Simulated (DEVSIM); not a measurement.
Structure: abrupt Ge n-p junction, at 400 K.

```tsv
layer (left to right)	material	thickness (μm)	Nd (cm⁻³)	Na (cm⁻³)	τn (s)	τp (s)
1	Ge	1.40	2.1e18	-	2.8e-7	8.4e-6
2	Ge	6.90	-	7.5e17	2.8e-7	2.8e-7
```

Left contact: ohmic. Right contact: ohmic. Voltage is applied to the left contact. Recombination: SRH at mid-gap, Auger. Mobility is μmin + (μ − μmin)/(1 + (N/Nref)^α).

This is a model device: material constants are rounded textbook-type values typed into the input, and sizes, dopings and lifetimes were drawn at random. Values at 300 K; Nc and Nv go as T^1.5, mobilities as T to minus their exponent, the gap by Varshni's rule with the affinity fixed.

```csv
parameter,Ge
gap (eV),0.664
affinity (eV),4
permittivity,16
Nc (cm⁻³),1.04e19
Nv (cm⁻³),6e18
μn (cm²/Vs),3900
μp (cm²/Vs),1900
"μn,min",150
"μp,min",100
"Nref,n",2.6e17
"Nref,p",4e17
αn,0.56
αp,0.6
T exponent of μn,1.66
T exponent of μp,2.33
Cn (cm⁶/s),1e-31
Cp (cm⁶/s),1e-31
Varshni α (eV/K),0.000477
Varshni β (K),235
```

Simulated with DEVSIM: 1D drift-diffusion, Boltzmann statistics, complete ionisation; no tunnelling, impact ionisation, image-force lowering or self-heating.

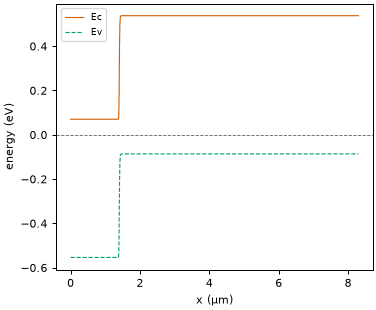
Band edges at zero bias

Energies count from the Fermi level of the right contact; mesh points crowd at the junctions.

```json
[
 {"x (μm)": "0.000", "Ec (eV)": "0.070", "Ev (eV)": "-0.554", "n (cm⁻³)": "2.1e18", "p (cm⁻³)": "9.7e11", "field (V/cm)": "≈ 0"},
 {"x (μm)": "0.02569", "Ec (eV)": "0.070", "Ev (eV)": "-0.554", "n (cm⁻³)": "2.1e18", "p (cm⁻³)": "9.7e11", "field (V/cm)": "≈ 0"},
 {"x (μm)": "0.07789", "Ec (eV)": "0.070", "Ev (eV)": "-0.554", "n (cm⁻³)": "2.1e18", "p (cm⁻³)": "9.7e11", "field (V/cm)": "≈ 0"},
 {"x (μm)": "0.1923", "Ec (eV)": "0.070", "Ev (eV)": "-0.554", "n (cm⁻³)": "2.1e18", "p (cm⁻³)": "9.7e11", "field (V/cm)": "≈ 0"},
 {"x (μm)": "0.5343", "Ec (eV)": "0.070", "Ev (eV)": "-0.554", "n (cm⁻³)": "2.1e18", "p (cm⁻³)": "9.7e11", "field (V/cm)": "≈ 0"},
 {"x (μm)": "0.9549", "Ec (eV)": "0.070", "Ev (eV)": "-0.554", "n (cm⁻³)": "2.1e18", "p (cm⁻³)": "9.7e11", "field (V/cm)": "≈ 0"},
 {"x (μm)": "1.194", "Ec (eV)": "0.070", "Ev (eV)": "-0.554", "n (cm⁻³)": "2.1e18", "p (cm⁻³)": "9.7e11", "field (V/cm)": "≈ 0"},
 {"x (μm)": "1.335", "Ec (eV)": "0.070", "Ev (eV)": "-0.554", "n (cm⁻³)": "2.1e18", "p (cm⁻³)": "9.7e11", "field (V/cm)": "≈ 0"},
 {"x (μm)": "1.382", "Ec (eV)": "0.073", "Ev (eV)": "-0.551", "n (cm⁻³)": "1.9e18", "p (cm⁻³)": "1.0e12", "field (V/cm)": "7500"},
 {"x (μm)": "1.404", "Ec (eV)": "0.302", "Ev (eV)": "-0.322", "n (cm⁻³)": "2.5e15", "p (cm⁻³)": "8.1e14", "field (V/cm)": "180000"},
 {"x (μm)": "1.435", "Ec (eV)": "0.532", "Ev (eV)": "-0.092", "n (cm⁻³)": "3.2e12", "p (cm⁻³)": "6.4e17", "field (V/cm)": "8700"},
 {"x (μm)": "1.532", "Ec (eV)": "0.537", "Ev (eV)": "-0.087", "n (cm⁻³)": "2.7e12", "p (cm⁻³)": "7.5e17", "field (V/cm)": "≈ 0"},
 {"x (μm)": "1.699", "Ec (eV)": "0.537", "Ev (eV)": "-0.087", "n (cm⁻³)": "2.7e12", "p (cm⁻³)": "7.5e17", "field (V/cm)": "≈ 0"},
 {"x (μm)": "2.047", "Ec (eV)": "0.537", "Ev (eV)": "-0.087", "n (cm⁻³)": "2.7e12", "p (cm⁻³)": "7.5e17", "field (V/cm)": "≈ 0"},
 {"x (μm)": "3.225", "Ec (eV)": "0.537", "Ev (eV)": "-0.087", "n (cm⁻³)": "2.7e12", "p (cm⁻³)": "7.5e17", "field (V/cm)": "≈ 0"},
 {"x (μm)": "5.120", "Ec (eV)": "0.537", "Ev (eV)": "-0.087", "n (cm⁻³)": "2.7e12", "p (cm⁻³)": "7.5e17", "field (V/cm)": "≈ 0"},
 {"x (μm)": "6.780", "Ec (eV)": "0.537", "Ev (eV)": "-0.087", "n (cm⁻³)": "2.7e12", "p (cm⁻³)": "7.5e17", "field (V/cm)": "≈ 0"},
 {"x (μm)": "7.580", "Ec (eV)": "0.537", "Ev (eV)": "-0.087", "n (cm⁻³)": "2.7e12", "p (cm⁻³)": "7.5e17", "field (V/cm)": "≈ 0"},
 {"x (μm)": "8.043", "Ec (eV)": "0.537", "Ev (eV)": "-0.087", "n (cm⁻³)": "2.7e12", "p (cm⁻³)": "7.5e17", "field (V/cm)": "≈ 0"},
 {"x (μm)": "8.194", "Ec (eV)": "0.537", "Ev (eV)": "-0.087", "n (cm⁻³)": "2.7e12", "p (cm⁻³)": "7.5e17", "field (V/cm)": "≈ 0"},
 {"x (μm)": "8.261", "Ec (eV)": "0.537", "Ev (eV)": "-0.087", "n (cm⁻³)": "2.7e12", "p (cm⁻³)": "7.5e17", "field (V/cm)": "≈ 0"},
 {"x (μm)": "8.300", "Ec (eV)": "0.537", "Ev (eV)": "-0.087", "n (cm⁻³)": "2.7e12", "p (cm⁻³)": "7.5e17", "field (V/cm)": "≈ 0"}
]
```
